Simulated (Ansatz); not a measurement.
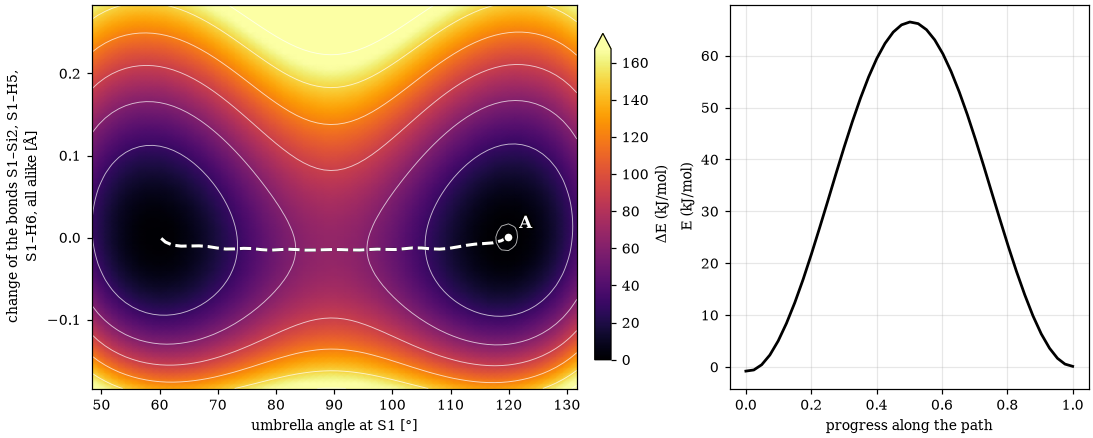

BH4OSSi, SMILES [SH2+][SiH]1BO1, charge +1. The first coordinate is: umbrella angle at S1 (between each of its bonds and their common axis; 90 is planar); the second: change of the bonds S1–Si2, S1–H5, S1–H6, all alike. Nothing is relaxed (all other coordinates rigid). The scan uses a 15 × 15 grid. Points are written as (first, second). Energies: kJ/mol, counted from the lowest grid point. All numbers below come from RKS PBE0-D4/def2-TZVP in Ansatz.

The picture shows a smooth colour map with a few white contour lines, a line along the lowest path, one colour for all values above the top of the scale, the energy along the path at the right, the start A. Between grid points the surface is interpolated.

**Describe the path and its barrier.**

The easiest path leads from the well at about (120°, 0.00 Å) to the well at about (60°, 0.00 Å), about 0.92 kJ/mol higher. Its highest point lies about 67 kJ/mol above the bottom of the first well on the interpolated surface, at (90.0°, −0.017 Å). The start is the relaxed structure and all else is held, so a fully relaxed path at this level can only be lower.
